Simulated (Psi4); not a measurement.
**HF/def2-TZVPP (core potential, sweep point 4) run of SnH2O2 (SMILES [OH][Sn][OH])**

Aim: the vertical ionisation energy of SnH2O2 at HF/def2-TZVPP (core potential, sweep point 4), from 2 runs. 

Program for the calculation: Psi4 1.11.

### 1 The molecule

The species is SnH2O2 (5 atoms), meant as a singlet with charge 0. As SMILES, `[OH][Sn][OH]`. The coordinates come from a PBE0-D4/def2-TZVP relaxation. This is one conformer, not always the lowest.

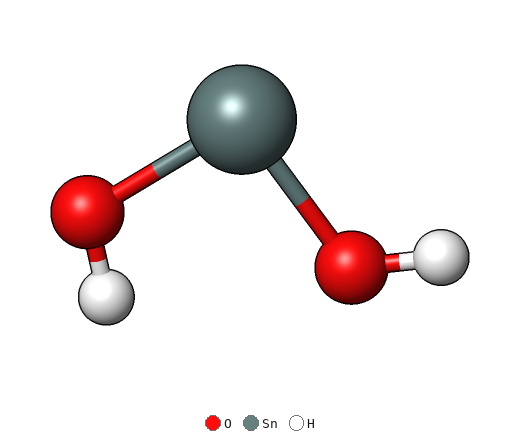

Viewed from a chosen angle; oxygen red, tin teal, hydrogen white.

### 2 The energy at HF/def2-TZVPP (core potential, sweep point 4)

File h2o2sn.in:

```
memory 1600 MB

molecule system {
  0 1
  O     -0.984300     0.177800    -0.613800
  Sn    -0.153700    -0.943900     0.800900
  O      1.561800     0.002900     0.636100
  H     -1.901200    -0.005600    -0.831400
  H      1.527200     0.695100    -0.033300
  units angstrom
  symmetry c1
}

set puream true
set scf_type pk

e, wfn = energy('scf/def2-TZVPP', return_wfn=True)
```

The run is started by

```sh
$ psi4 -n 1 h2o2sn.in h2o2sn.out
```

h2o2sn.out:

```text
[...]
    !!!  WARNING: ECP capability is in beta. Please check occupations closely.  !!!
[...]
  Running in c1 symmetry.
[...]
  Nuclear repulsion =  127.037901285481269
[...]
  Multiplicity = 1
[...]
  Nalpha       = 20
  Nbeta        = 20
[...]
    Number of basis functions: 140
[...]
 WARNING: Atomic UHF is not converging! Try casting from a smaller basis or call Rob at CCMST.
   -------------------------
[...]
   @RHF iter   1:  -364.09013559848506   -2.06666e+00   5.95248e-03 DIIS/ADIIS
[...]
   @RHF iter   9:  -364.36615345820763   -5.72076e-08   4.42101e-07 DIIS
[...]
    Orbital Energies [Eh]
    ---------------------
    Doubly Occupied:
       1A    -20.532689     2A    -20.526724     3A     -5.870035
       4A     -4.063782     5A     -4.056604     6A     -4.052985
       7A     -1.358865     8A     -1.348621     9A     -1.328792
      10A     -1.324309    11A     -1.317097    12A     -1.275103
      13A     -1.239001    14A     -0.677689    15A     -0.636194
      16A     -0.543046    17A     -0.491076    18A     -0.490954
      19A     -0.465457    20A     -0.367025
[...]
  @RHF Final Energy:  -364.36615345820763
   => Energetics <=
    Nuclear Repulsion Energy =            127.0379012854812686
    One-Electron Energy =                -838.8759711602376683
    Two-Electron Energy =                 347.4719164165488223
    Total Energy =                       -364.3661534582076342
[...]
 Multipole Moments:
 ------------------------------------------------------------------------------------
     Multipole            Electronic (a.u.)      Nuclear  (a.u.)        Total (a.u.)
 ------------------------------------------------------------------------------------
 L = 1.  Multiply by 2.5417464519 to convert [e a0] to [Debye]
 Dipole X            :         -7.2652623            6.3334203           -0.9318420
 Dipole Y            :        -19.1725471           18.6165279           -0.5560193
 Dipole Z            :         15.0395024          -14.9107793            0.1287231
 Magnitude           :                                                    1.0927289
[...]
```

Wall time 9 s (1 thread of Intel Xeon at 2.60GHz (Ice Lake), shared host); peak memory 0.93 GiB.

### 3 The doublet cation, same level

File job.inp:

```
memory 1.6 GB

molecule system {
  1 2
  O     -0.984300     0.177800    -0.613800
  Sn    -0.153700    -0.943900     0.800900
  O      1.561800     0.002900     0.636100
  H     -1.901200    -0.005600    -0.831400
  H      1.527200     0.695100    -0.033300
  symmetry c1
}

set {
  basis def2-TZVPP
  reference uhf
  puream true
  scf_type pk
  maxiter 100
}

energy('hf')
```

The run is started by

```sh
$ psi4 job.inp job.out -n 1
```

job.out:

```text
[...]
    !!!  WARNING: ECP capability is in beta. Please check occupations closely.  !!!
[...]
  Running in c1 symmetry.
[...]
  Nuclear repulsion =  127.037901285481269
[...]
  Multiplicity = 2
[...]
  Nalpha       = 20
  Nbeta        = 19
[...]
    Number of basis functions: 140
[...]
 WARNING: Atomic UHF is not converging! Try casting from a smaller basis or call Rob at CCMST.
   -------------------------
[...]
   @UHF iter   1:  -363.77516826609843   -1.75169e+00   5.51064e-03 ADIIS/DIIS
[...]
   @UHF iter  19:  -364.03543922467861   -6.40559e-08   2.69853e-07 DIIS
[...]
   @S^2 Observed:                8.390019029E-01
[...]
    Orbital Energies [Eh]
    ---------------------
    Alpha Occupied:
       1A    -20.871661     2A    -20.749876     3A     -6.151041
       4A     -4.343405     5A     -4.339542     6A     -4.331955
       7A     -1.665953     8A     -1.618918     9A     -1.609078
      10A     -1.602803    11A     -1.598373    12A     -1.581390
      13A     -1.479498    14A     -0.975206    15A     -0.900325
      16A     -0.859373    17A     -0.806524    18A     -0.737152
      19A     -0.685879    20A     -0.653347
    Alpha Virtual:
      21A     -0.202531    22A     -0.138867    23A     -0.091105
      24A     -0.025629    25A      0.005443    26A      0.024695
[...]
  @UHF Final Energy:  -364.03543922467861
   => Energetics <=
    Nuclear Repulsion Energy =            127.0379012854812686
    One-Electron Energy =                -828.1621351493772636
    Two-Electron Energy =                 337.0887946392174399
    Total Energy =                       -364.0354392246786119
  UHF NO Occupations:
  HONO-2 :   18  A 1.9991704
  HONO-1 :   19  A 1.9572749
  HONO-0 :   20  A 1.0000000
  LUNO+0 :   21  A 0.0427251
  LUNO+1 :   22  A 0.0008296
[...]
 Multipole Moments:
 ------------------------------------------------------------------------------------
     Multipole            Electronic (a.u.)      Nuclear  (a.u.)        Total (a.u.)
 ------------------------------------------------------------------------------------
 L = 1.  Multiply by 2.5417464519 to convert [e a0] to [Debye]
 Dipole X            :         -7.8077361            6.3334203           -1.4743158
 Dipole Y            :        -19.0607146           18.6165279           -0.4441868
 Dipole Z            :         14.7026213          -14.9107793           -0.2081580
 Magnitude           :                                                    1.5537821
[...]
```

It took 14 s on 1 thread of Intel Xeon at 2.60GHz (Ice Lake), shared host; peak memory 0.93 GiB.

### 4 Outcome

Level: HF/def2-TZVPP (core potential, sweep point 4).

```
                                          quantity          value
                      singlet SnH2O2: total energy  -364.36615 Eh
                     singlet SnH2O2: dipole moment         2.78 D
                       singlet SnH2O2: HOMO energy       -9.99 eV
                       singlet SnH2O2: LUMO energy        0.60 eV
                     singlet SnH2O2: HOMO–LUMO gap       10.58 eV
                      doublet cation: total energy  -364.03544 Eh
doublet cation: HOMO energy (highest over α and β)      -17.60 eV
 doublet cation: LUMO energy (lowest over α and β)       -7.73 eV
                              doublet cation: ⟨S²⟩          0.839
vertical ionisation energy (to the doublet cation)       8.999 eV
```

In words: Removing an electron at fixed nuclei costs 9.00 eV (868 kJ/mol). The negative HOMO energy of the first species, 9.99 eV, lies 0.99 eV above that difference.
